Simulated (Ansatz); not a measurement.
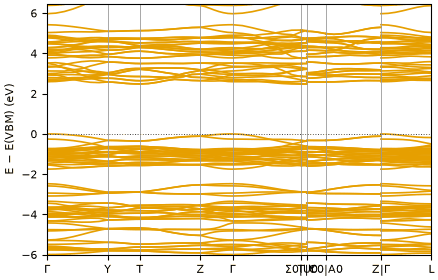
Figure. Band structure from r²SCAN (plane waves, PAW; program Ansatz)

The gap is 2.47 eV; an edge lies off the plotted path or next to a special point (maximum at Γ, minimum on the Γ–Σ0 line, 97 % of the way from Γ).

The material is S (α-S8, space group No. 70).

Space group Fddd (α-S8). The cell was relaxed with r²SCAN under the symmetry of its start. A crystal of weakly bound molecules computed without a dispersion correction: the cell and the soft elastic constants depend strongly on that.

Potentials: the later of the program's two PAW sets.
